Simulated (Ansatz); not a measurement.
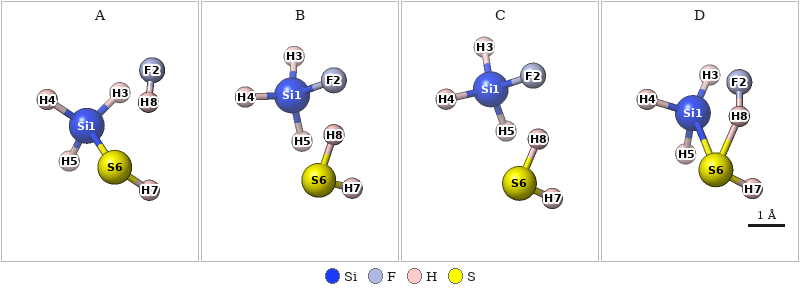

4 geometries from a converged minimum-energy path of SiH₅SF, made up at the start of SiH₃F and H2S, shuffled. A ball-and-stick model, seen from a free direction.

The calculation used RKS PBE-D4/def2-SVP (Ansatz 0.2.0). Run with 5 movable images; climbing image; force threshold 0.05 eV/Å; iteration limit 60; starting path through a guess of the saddle point.

Which frame is the top of the path?

D. In order along the path, whose images run from 0 to 6: C (image 0, 0.00 eV), B (image 1, +0.07 eV), D (image 3, +1.36 eV), A (image 5, +0.58 eV). Breaking: S6–H8 (1.36 → 1.65 at the top → 2.19 Å), Si1–F2 (1.65 → 1.99 at the top → 3.09 Å). Forming: F2–H8 (2.22 → 1.14 at the top → 0.95 Å), Si1–S6 (3.64 → 2.47 at the top → 2.19 Å).

Limits of the set-up: the start holds two separate molecules, 2.2 Å apart at their closest, whose relative position is a soft coordinate.

The run took 3.2 min on 1 thread of Intel(R) Xeon(R) Platinum 8175M CPU @ 2.50GHz (Skylake/Cascade Lake), with other jobs on the host, peak memory 0.17 GiB.
